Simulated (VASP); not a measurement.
Band structure of MoS (relaxed from the rock salt structure, space group Fm-3m). Computed with PBEsol GGA, VASP's PBE PAW potentials (set 64) (plane waves; VASP).

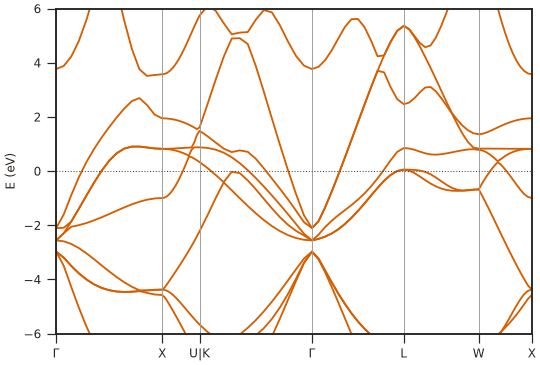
Figure. Bands along high-symmetry lines, zero at the valence-band maximum or, without a gap, the Fermi level

Problem. Read the plot: is there a gap, and where are the band edges?

Solution. It has no gap at this level: it comes out as a metal or semimetal. (Edges off the drawn lines would not show.)

The structure was generated: MoS was put into the rock salt type (Fm-3m), which need not be its known phase. It was relaxed first, which changed the volume by -33 %.
